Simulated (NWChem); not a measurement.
**One shape, several levels: SnHClOF2 (SMILES [OH][Sn]([F])([F])[Cl])**

Aim: a comparison of 5 runs (HF/def2-SVP, PBE/def2-SVP, PBE0/def2-SVP, B3LYP/def2-SVPD, CCSD(T)/STO-3G) of SnHClOF2. 

Program for the calculation: NWChem 7.3.0.

**1. The structure to begin with**

SnHClOF2: 6 atoms, total charge 0, spin state singlet. As SMILES, `[OH][Sn]([F])([F])[Cl]`. The coordinates come from a PBE0-D4/def2-TZVP relaxation. This is one conformer, not always the lowest.

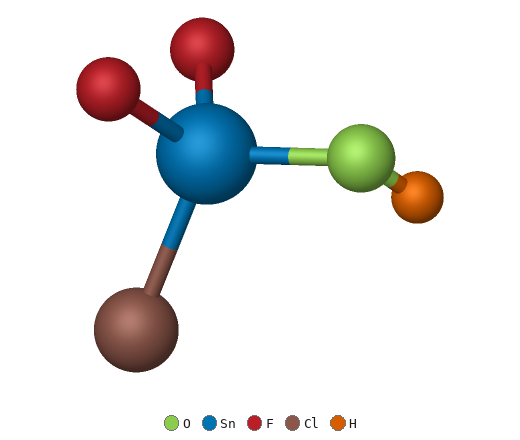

Viewed from a chosen angle; oxygen green, tin blue, fluorine red, chlorine brown, hydrogen orange.

**2. Energy and gradient at HF/def2-SVP (core potential) (run 1)**

Input file mymol.nw:

```
start mymol
memory stack 880 mb heap 220 mb global 1100 mb

geometry units angstrom noautosym nocenter noautoz
   O     -0.464000     0.283900     1.476300
   Sn     0.252400    -0.175700    -0.247500
   F      1.982500    -0.856500     0.056700
   F     -0.743300    -1.587100    -1.019700
   Cl     0.329400     1.540600    -1.744400
   H     -1.315000     0.730600     1.432500
end

basis spherical bse
   * library def2-SVP
end

ecp bse
   Sn library def2-SVP
end

scf
   thresh 1e-08
   maxiter 80
end

task scf gradient
```

On the command line:

```console
$ nwchem mymol.nw > mymol.out
```

The program printed:

```text
[...]
  functions       =    91
[...]
  wavefunction    = RHF
[...]
         Total SCF energy =   -946.900617740320
      One-electron energy =  -2125.442925161416
      Two-electron energy =    811.367800920461
 Nuclear repulsion energy =    367.174506500635
        Time for solution =     14.8s
[...]
                         RHF ENERGY GRADIENTS
    atom               coordinates                        gradient
                 x          y          z           x          y          z
   1 O      -0.876833   0.536493   2.789802    0.017923  -0.009472   0.005261
   2 Sn      0.476967  -0.332025  -0.467707   -0.002453   0.006373  -0.004650
   3 F       3.746382  -1.618550   0.107147   -0.002109   0.000933   0.000581
   4 F      -1.404633  -2.999184  -1.926954    0.000508   0.000138   0.000216
   5 Cl      0.622476   2.911312  -3.296438    0.000065  -0.005256   0.004335
   6 H      -2.484990   1.380634   2.707032   -0.013933   0.007284  -0.005743
[...]
```

It took 22 s on 1 thread of AMD EPYC 9R14 (Zen 4), shared host; peak memory 0.1 GiB.

**3. Energy and gradient at PBE/def2-SVP (core potential) (run 2)**

Input file run.py:

```python
from ase import Atoms
from ase.calculators.nwchem import NWChem

atoms = Atoms(['O', 'Sn', 'F', 'F', 'Cl', 'H'], positions=[
    [-0.464000, 0.283900, 1.476300],
    [0.252400, -0.175700, -0.247500],
    [1.982500, -0.856500, 0.056700],
    [-0.743300, -1.587100, -1.019700],
    [0.329400, 1.540600, -1.744400],
    [-1.315000, 0.730600, 1.432500],
])

calc = NWChem(
    label='test',
    theory='dft',
    memory='2200 mb',
    basis='def2-SVP',
    basispar='spherical bse',
    dft={'xc': 'xpbe96 cpbe96', 'mult': '1', 'grid': 'fine', 'convergence': 'energy 1e-08', 'iterations': '100', 'mulliken': None},
    **{'ecp bse': {'Sn library': 'def2-SVP'}},
)
atoms.calc = calc

forces = atoms.get_forces()
e = atoms.get_potential_energy()
print(f"E = {e:.6f} eV")
print("forces (eV/A):")
for s, f in zip(atoms.symbols, forces):
    print(f"{s:2s} {f[0]:10.5f} {f[1]:10.5f} {f[2]:10.5f}")
print("dipole (e A):", atoms.get_dipole_moment().round(4))
```

On the command line:

```console
$ export ASE_NWCHEM_COMMAND="nwchem PREFIX.nwi > PREFIX.nwo"
$ python run.py
```

The program printed:

```text
E = -25831.373636 eV
forces (eV/A):
O     0.22487   -0.05147    1.27342
Sn   -0.17031    0.47828   -0.19088
F     1.28915   -0.50476    0.23742
F    -0.71754   -1.03693   -0.56770
Cl    0.04073    0.76341   -0.66304
H    -0.66684    0.35142   -0.08927
dipole (e A): [-0.3679  0.3775  0.0912]
```

The calculator wrote test.nwi:

```
title "test"

permanent_dir test

scratch_dir test

start test

geometry units angstrom nocenter noautosym noautoz
  O  -4.6400000000000002e-01 2.8389999999999999e-01 1.4762999999999999e+00
  Sn 2.5240000000000001e-01 -1.7570000000000000e-01 -2.4750000000000000e-01
  F  1.9824999999999999e+00 -8.5650000000000004e-01 5.6700000000000000e-02
  F  -7.4329999999999996e-01 -1.5871000000000000e+00 -1.0197000000000001e+00
  Cl 3.2940000000000003e-01 1.5406000000000000e+00 -1.7444000000000000e+00
  H  -1.3149999999999999e+00 7.3060000000000003e-01 1.4325000000000001e+00
end

memory 2200 mb

basis spherical bse noprint
   * library def2-SVP
end

dft
  xc xpbe96 cpbe96
  mult 1
  grid fine
  convergence energy 1e-08
  iterations 100
  mulliken
end
ecp bse
  Sn library def2-SVP
end

task dft gradient
```

test.nwo:

```text
Northwest Computational Chemistry Package (NWChem) 7.3.0
             --------------------------------------------------------

           Job information
           ---------------

    nwchem branch   = 7.3.0
    use scalapack   = T
    input           = test.nwi
    prefix          = test.
    data base       = test/test.db
    status          = startup
    nproc           =        1

           Memory information
           ------------------

[... 5 lines left out ...]
    hardfail = no
[... 111 lines left out ...]
  convergence criterion.
[... 41 lines left out ...]
          Spatial weights used:  Erf1
[... 32 lines left out ...]
 1-e energy   =   -2125.206489
[... 45 lines left out ...]
           Coulomb energy =      885.748837053919
[... 716 lines left out ...]
          Convergence on density requested:  1.00D-05
[... 27 lines left out ...]
          total energy or number of iterations.
[... 37 lines left out ...]
                 ----------------------------------------
                 |  Time  |  1-e(secs)   |  2-e(secs)   |
                 ----------------------------------------
                 |  CPU   |       0.03   |       4.92   |
                 ----------------------------------------
                 |  WALL  |       0.03   |       4.92   |
                 ----------------------------------------

 Task  times  cpu:       19.6s     wall:       19.6s
 Total times  cpu:       19.7s     wall:       19.7s
```

Wall time 21 s (1 thread of AMD EPYC 9R14 (Zen 4), shared host); peak memory 0.12 GiB.

**4. Energy and forces at PBE0/def2-SVP (core potential) (run 3)**

Input file clf2hosn.nw:

```
start clf2hosn
memory total 2200 mb

geometry units angstroms noautosym nocenter noautoz
  O       -0.464000       0.283900       1.476300
  Sn       0.252400      -0.175700      -0.247500
  F        1.982500      -0.856500       0.056700
  F       -0.743300      -1.587100      -1.019700
  Cl       0.329400       1.540600      -1.744400
  H       -1.315000       0.730600       1.432500
end

basis spherical bse
  * library def2-SVP
end

ecp bse
  Sn library def2-SVP
end

dft
  xc pbe0
  grid fine
  convergence energy 1e-08
  iterations 100
  mulliken
end

task dft gradient
```

On the command line:

```console
$ nwchem clf2hosn.nw > clf2hosn.out
```

The program printed:

```text
[...]
          Wavefunction type:  closed shell.
          No. of atoms     :     6
          No. of electrons :    66
[...]
          Charge           :     0
          Spin multiplicity:     1
[...]
          AO basis - number of functions:    91
[...]
              XC Information
              --------------
                         PBE0 Method XC Functional
                     Hartree-Fock (Exact) Exchange  0.250
          PerdewBurkeErnzerhof Exchange Functional  0.750
            Perdew 1991 LDA Correlation Functional  1.000 local
           PerdewBurkeErnz. Correlation Functional  1.000 non-local
[...]
 d= 0,ls=0.0,diis     1   -949.1672656036 -1.32D+03  2.46D-02  1.34D+00     1.8
[...]
 d= 0,ls=0.0,diis    10   -949.3272810766 -5.83D-09  5.19D-07  2.72D-09    12.8
         Total DFT energy =     -949.327281076603
      One electron energy =    -2126.240996022065
           Coulomb energy =      885.700314381590
    Exchange-Corr. energy =      -75.961105936763
 Nuclear repulsion energy =      367.174506500635
[...]
  wavefunction    = closed shell
                         DFT ENERGY GRADIENTS
    atom               coordinates                        gradient
                 x          y          z           x          y          z
   1 O      -0.876833   0.536493   2.789802    0.001692  -0.001666  -0.011520
   2 Sn      0.476967  -0.332025  -0.467707    0.001729  -0.004263   0.000855
   3 F       3.746382  -1.618550   0.107147   -0.013731   0.005339  -0.002214
   4 F      -1.404633  -2.999184  -1.926954    0.007367   0.010461   0.005879
   5 Cl      0.622476   2.911312  -3.296438   -0.000354  -0.008135   0.007008
   6 H      -2.484990   1.380634   2.707032    0.003298  -0.001735  -0.000008
[...]
```

It took 20 s on 1 thread of AMD EPYC 9R14 (Zen 4), shared host; peak memory 0.12 GiB.

Run 4 isn't shown in full; the table further down has it.

**5. The energy at CCSD(T)/STO-3G (run 5)**

Input file clf2hosn.nw:

```
start clf2hosn
memory total 2200 mb
charge 0

geometry units angstrom noautosym nocenter noautoz
  O    -0.464000    0.283900    1.476300
  Sn    0.252400   -0.175700   -0.247500
  F     1.982500   -0.856500    0.056700
  F    -0.743300   -1.587100   -1.019700
  Cl    0.329400    1.540600   -1.744400
  H    -1.315000    0.730600    1.432500
end

basis spherical bse
  * library STO-3G
end

scf
  thresh 1e-08
  maxiter 80
  noprint "final vectors analysis"
end

ccsd
  freeze core 26
  maxiter 60
end

task ccsd(t)
```

On the command line:

```console
$ nwchem clf2hosn.nw > clf2hosn.out
```

The program printed:

```text
[...]
  functions       =    52
[...]
  wavefunction    = RHF
[...]
         Total SCF energy =  -6688.472276629003
      One-electron energy = -10626.459532537612
      Two-electron energy =   3251.349341368913
 Nuclear repulsion energy =    686.637914539695
        Time for solution =      5.5s
[...]
 Total MP2 energy:          -6688.571560827245776
[...]
             energy      energy      error      ampl     ampl      Block
                                                time     time      time
[...]
 Total CCSD energy:          -6688.595069328044701
[...]
 Total CCSD+T(CCSD) energy:          -6688.602838730619624
[...]
 Total CCSD(T) energy:               -6688.601670761368041
[...]
```

Wall time 28 s (1 thread of AMD EPYC 9R14 (Zen 4), shared host); peak memory 0.15 GiB.

**6. All runs side by side**

```
run                             level  iteration cap   module   energy (Eh)  dipole moment (D)  HOMO energy (eV)  LUMO energy (eV)  wall time
  1      HF/def2-SVP (core potential)             80      scf   -946.900618               3.03            -13.69              1.14       22 s
  2     PBE/def2-SVP (core potential)            100      dft   -949.285480               2.57             -8.03             -3.59       21 s
  3    PBE0/def2-SVP (core potential)            100      dft   -949.327281               2.73             -9.89             -2.71       20 s
  4  B3LYP/def2-SVPD (core potential)            100      dft   -949.866443               2.67             -9.93             -3.44       55 s
  5                    CCSD(T)/STO-3G             80  ccsd(t)  -6688.601671                  –                 –                 –       28 s
```

**7. What came out**

| quantity | value |
| --- | --- |
| run 5: total energy | -6688.60167 Eh |
| run 5: correlation energy (26 core orbitals frozen) | -129.4 mEh |
| run 5: (T) correction | -6.60 mEh |

In words: Over runs 1, 2, 3, 4 the dipole moment (its size) runs from 2.57 D (PBE/def2-SVP) to 3.03 D (HF/def2-SVP). Over runs 1, 2, 3, 4 the HOMO–LUMO gap runs from 4.44 eV (PBE/def2-SVP) to 14.83 eV (HF/def2-SVP). Exact exchange widens orbital gaps. Totals of different functionals can't be ranked against each other. Some runs of one species differ in core potentials or relativity; totals across that change don't compare. In run 5 the basis is minimal, so the values are rough. In run 5 relativity is left out where basis or elements ask for it. All runs together took 2.4 min, the longest 55 s.
